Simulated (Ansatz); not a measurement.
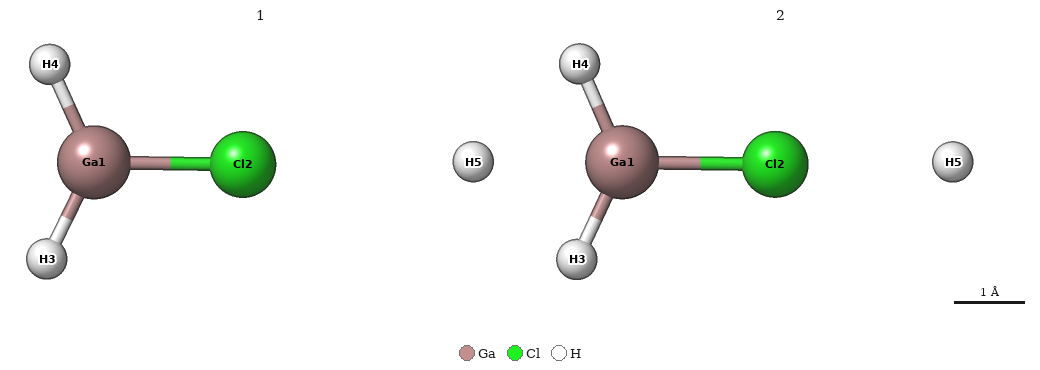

Two geometries of GaH₃Cl (multiplicity 2), drawn at one scale. One is the start of a relaxation, the other its converged end. The picture is a ball-and-stick view, seen face on.

The calculation used UKS PBE0-D4/def2-SVP in Ansatz. (collinear spin; force threshold 0.03 eV/Å; at most 50 steps)

Question: Which of the two is the end point?

Answer: Structure 1 is the relaxed one. The run prepares an end point of a later path (reaction) calculation, from a guessed geometry. The energy falls by 1.30 kcal/mol in 6 geometry steps. Largest force component: 0.88 eV/Å at the start, 0.008 eV/Å at the end. H5 moves most after the best rigid fit: 0.59 Å. Largest moves by element: H 0.59 Å, Cl 0.18 Å, Ga 0.12 Å. Near-neighbour distances that change, for instance: Ga1–Cl2 2.216 → 2.157 Å.

Limits of the set-up: the start holds two separate molecules, 2.6 Å apart at their closest, whose relative position is a soft coordinate.
